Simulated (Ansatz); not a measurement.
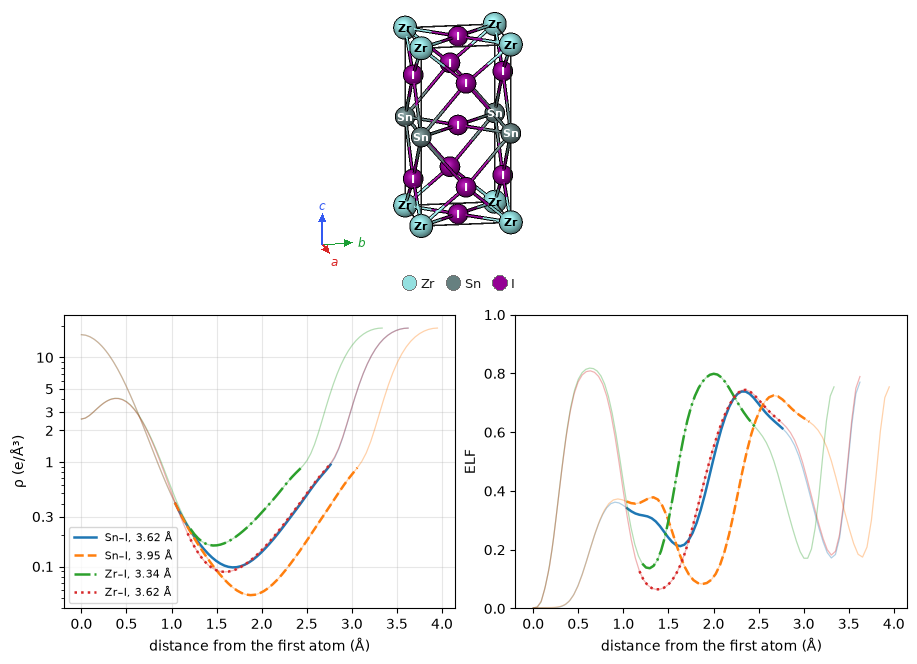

*ZrSnI6. Valence pseudo-density and ELF along straight lines between neighbouring atoms. Thin, pale parts lie inside the atomic spheres. The structure is drawn too.*

Space group P4/mmm; a structure from a database of computed crystals, not necessarily the ambient phase; started from the AlSiNi6-123 prototype, which need not be the ambient phase.

The calculation used Ansatz, DFT, r2SCAN+rVV10, plane waves, PAW.

In a PAW calculation such maps are meaningful between the atoms, not at the nuclei.

Input file:

```
crystal:
  lattice:
    - [5.1257965114, 0.0, 0.0]
    - [0.0, 5.1257965114, 0.0]
    - [0.0, 0.0, 10.2848280834]
  atoms:
    - { symbol: Zr, position: [0.0, 0.0, 0.0] }
    - { symbol: Sn, position: [0.0, 0.0, 0.5] }
    - { symbol: I, position: [0.5, 0.5, 0.0] }
    - { symbol: I, position: [0.5, 0.5, 0.5] }
    - { symbol: I, position: [0.5, 0.0, 0.2077822059] }
    - { symbol: I, position: [0.5, 0.0, 0.7922177941] }
    - { symbol: I, position: [0.0, 0.5, 0.2077822059] }
    - { symbol: I, position: [0.0, 0.5, 0.7922177941] }
kpoints:
  mp_grid: { grid: [6, 6, 4] }
  band_path:
    path:
      - [0.0, 0.0, 0.0]
      - [0.0, 0.5, 0.0]
      - [0.5, 0.5, 0.0]
      - [0.0, 0.0, 0.5]
      - [0.0, 0.5, 0.5]
      - [0.5, 0.5, 0.5]
    npoints: 1
hamiltonian:
  xc: r2scan
  dispersion: rvv10
scf:
  occupations: { method: fermi_dirac, width: 0.03 }
  n_extra_bands: 6
output:
  forces: true
  stress: true
  eigenvalues: true
  write_density: true
  write_potential: true
  elf: true
  volumetric_format: npy
```

Run with:

```sh
ansatz run input.yaml --threads 4 --pin off --max-ram 4608MiB --backend cpu --events-out ev --progress --plain --runs-dir out
```

Below, planes, directions and counts refer to the conventional cell (a = 5.13 Å, b = 5.13 Å, c = 10.28 Å, α = 90.00°, β = 90.00°, γ = 90.00°).

### What can be read from the curves?

Sn–I (3.62 Å): ρ is about 0.1 e/Å³ halfway; the ELF peaks at about 0.75 in the valence shell of I, 1.3 Å from its nucleus, and drops to about 0.20 between the two atoms.
Sn–I (3.95 Å): ρ is about 0.06 e/Å³ halfway; the ELF peaks at about 0.75 in the valence shell of I, 1.3 Å from its nucleus, and drops to about 0.10 between the two atoms.
Zr–I (3.34 Å): ρ at the midpoint is about 0.18 e/Å³, with its minimum of 0.16 e/Å³ about 1.5 Å from Zr; the ELF peaks at about 0.80 in the valence shell of I, 1.3 Å from its nucleus, and drops to about 0.15 between the two atoms; no localised pair shows between them.
Zr–I (3.62 Å): the density is about 0.1 e/Å³ at the midpoint, with its minimum of 0.09 e/Å³ about 1.6 Å from Zr; the ELF peaks at about 0.75 in the valence shell of I, 1.3 Å from its nucleus, and drops to about 0.05 between the two atoms: no shared electron pair shows on this line.
